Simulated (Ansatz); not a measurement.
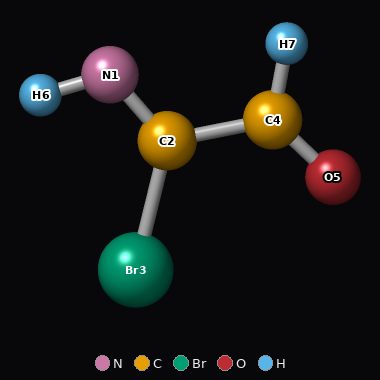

The system is C2H2BrNO, SMILES N=C(Br)C=O; the picture shows the reference structure. Coordinates scanned: (1) dihedral N1–C2–C4–O5; (2) dihedral H6–N1–C2–C4. Nothing is relaxed (all other coordinates rigid). The grid has 15 × 15 points; 113 points were computed and 112 follow by symmetry. Points are written as (first, second). All energies are given in kcal/mol relative to the lowest grid point. The dihedral twists a double bond; near 90° a spin-restricted reference is unreliable. These are results of RKS r2SCAN0-D4/def2-SVP (Ansatz), not measurements.

Its coordinates:

```
atom    x (Å)    y (Å)    z (Å)
   N  -0.8788   0.9827   0.4928
   C  -0.0681   0.0415   0.3551
  Br   0.6926  -1.0081   1.7518
   C   0.3843  -0.3410  -1.0308
   O   1.1504  -1.2181  -1.2734
   H  -1.1291   1.1724   1.4613
   H  -0.0902   0.3027  -1.8025
```

Range: dihedral N1–C2–C4–O5 from −180 to 156°; dihedral H6–N1–C2–C4 from −180 to 156°.

**What landscape does the calculation give?**

The lowest grid point is at (−180°, −180°). There are further wells near (−12°, −180°) (4.4 kcal/mol above the lowest at that grid point); (−12°, 12°) (6.6 kcal/mol above the lowest at that grid point); (−180°, −12°) (7.7 kcal/mol above the lowest at that grid point). The highest grid point, (−60°, −84°), lies 44.1 kcal/mol above the lowest. On the interpolated surface the easiest way out of the lowest well to the well at about (0°, −180°) passes a barrier of about 6.8 kcal/mol. Round the minimum the valley is somewhat tilted: raising dihedral N1–C2–C4–O5 shifts the best value of dihedral H6–N1–C2–C4 downwards (coupling k₁₂/√(k₁₁k₂₂) about 0.2).

```
dihedral H6–N1–C2–C4 ↓, dihedral N1–C2–C4–O5 →  −180  −156  −132  −108   −84   −60   −36   −12    12    36    60    84   108   132   156
                                           156   4.7   5.2   7.6  10.1  11.4  11.1  10.0   9.2   8.8   9.2  10.1  11.2  11.2   9.6   6.8
                                           132  17.7  17.3  19.1  21.7  23.7  24.1  23.1  22.0  21.4  21.4  22.3  23.4  23.9  22.8  20.2
                                           108  34.1  33.0  33.9  36.0  38.1  39.1  38.8  37.9  37.1  36.9  37.4  38.2  38.5  37.9  36.2
                                            84  41.1  41.3  41.7  42.5  43.1  43.4  43.6  43.6  43.5  43.7  44.1  44.1  43.3  42.1  41.4
                                            60  30.9  32.6  34.0  34.3  33.4  32.1  31.3  31.6  32.5  33.9  35.0  34.9  33.4  31.4  30.3
                                            36  16.5  18.4  20.4  21.2  20.2  18.0  16.2  15.9  17.1  19.1  20.9  21.4  20.1  17.9  16.3
                                            12   7.7   9.0  11.3  12.7  12.3  10.4   7.9   6.6   7.2   9.2  11.5  12.8  12.3  10.3   8.2
                                           −12   7.7   8.2  10.3  12.3  12.8  11.5   9.2   7.2   6.6   7.9  10.4  12.3  12.7  11.3   9.0
                                           −36  16.5  16.3  17.9  20.1  21.4  20.9  19.1  17.1  15.9  16.2  18.0  20.2  21.2  20.4  18.4
                                           −60  30.9  30.3  31.4  33.4  34.9  35.0  33.9  32.5  31.6  31.3  32.1  33.4  34.3  34.0  32.6
                                           −84  41.1  41.4  42.1  43.3  44.1  44.1  43.7  43.5  43.6  43.6  43.4  43.1  42.5  41.7  41.3
                                          −108  34.1  36.2  37.9  38.5  38.2  37.4  36.9  37.1  37.9  38.8  39.1  38.1  36.0  33.9  33.0
                                          −132  17.7  20.2  22.8  23.9  23.4  22.3  21.4  21.4  22.0  23.1  24.1  23.7  21.7  19.1  17.3
                                          −156   4.7   6.8   9.6  11.2  11.2  10.1   9.2   8.8   9.2  10.0  11.1  11.4  10.1   7.6   5.2
                                          −180   0.0   1.3   4.0   6.2   6.8   6.0   4.9   4.4   4.4   4.9   6.0   6.8   6.2   4.0   1.3
```

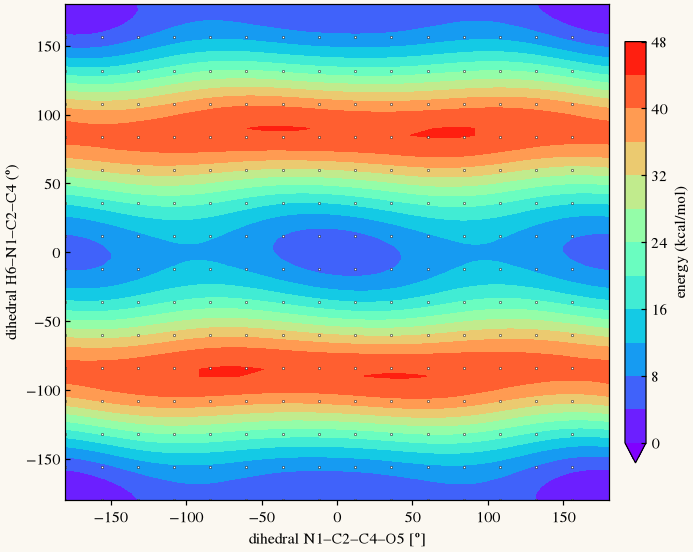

In the figure: filled contours, dots at the grid points. Between grid points the surface is interpolated.

Each point was launched as `ansatz run input.yaml --threads 1 --pin off --max-ram 2560MiB --backend cpu --events-out ev --progress --plain --runs-dir out`. The whole map (113 points run) took 16 min on 1 thread of Arm Neoverse V1, on a shared host.
